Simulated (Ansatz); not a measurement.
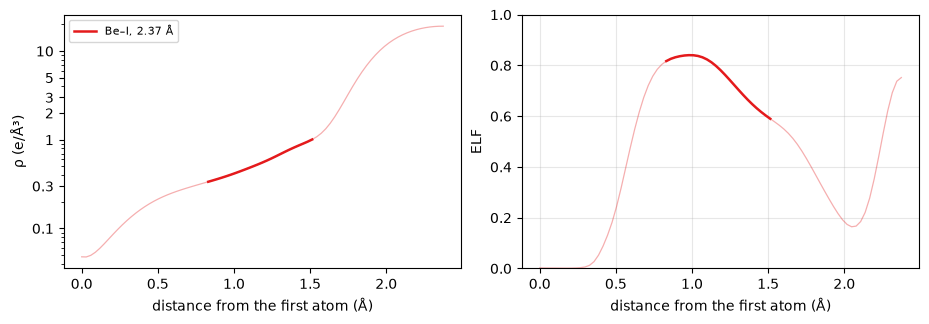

Figure 1: Be₂I. Valence charge density (pseudo) and electron localisation function along straight lines between neighbouring atoms. Thin, pale parts lie inside the atomic spheres.

Space group P-62m; a structure generated by program, which may or may not match a known phase; computed without spin polarisation.

All numbers below come from Ansatz 0.2.0, DFT PBE, scalar-relativistic, plane waves, PAW.

In a PAW calculation such maps are meaningful between the atoms, not at the nuclei.

The calculation's input:

```
crystal:
  lattice:
    - [8.5669317582, 0.0, 0.0]
    - [-4.2834658791, 7.4191805351, 0.0]
    - [0.0, 0.0, 5.0021648491]
  atoms:
    - { symbol: Be, position: [0.8587013832, 0.0, 0.7103496973] }
    - { symbol: Be, position: [0.0, 0.8587013832, 0.7103496973] }
    - { symbol: Be, position: [0.1412986168, 0.1412986168, 0.7103496973] }
    - { symbol: Be, position: [0.8587013832, 0.0, 0.2896503027] }
    - { symbol: Be, position: [0.0, 0.8587013832, 0.2896503027] }
    - { symbol: Be, position: [0.1412986168, 0.1412986168, 0.2896503027] }
    - { symbol: I, position: [0.6392326076, 0.0, 0.0] }
    - { symbol: I, position: [0.0, 0.6392326076, 0.0] }
    - { symbol: I, position: [0.3607673924, 0.3607673924, 0.0] }
basis:
  ecutwfc: 420
kpoints:
  mp_grid: { grid: [6, 6, 8] }
hamiltonian:
  xc: pbe
scf:
  occupations: { method: gaussian, width: 0.1 }
output:
  forces: true
  stress: true
  eigenvalues: true
  write_density: true
  write_potential: true
  elf: true
  volumetric_format: npy
relax:
  adjacent_minimum: "off"
  f_tol: 0.01
  max_steps: 80
  cell: { stress_tol: 0.05 }
```

Launched as:

```sh
ansatz run input.yaml --threads 1 --pin off --max-ram 2560MiB --backend cpu --events-out ev --progress --plain --runs-dir out
```

Below, planes, directions and counts refer to the conventional cell (a = 8.76 Å, b = 8.76 Å, c = 4.97 Å, α = 90.00°, β = 90.00°, γ = 120.00°).

The fields are those of the run's last geometry, not of the input's.

> What can be read from the curves?

Be–I (2.37 Å): ρ is about 0.55 e/Å³ halfway; the ELF peaks at about 0.85 between the atoms.
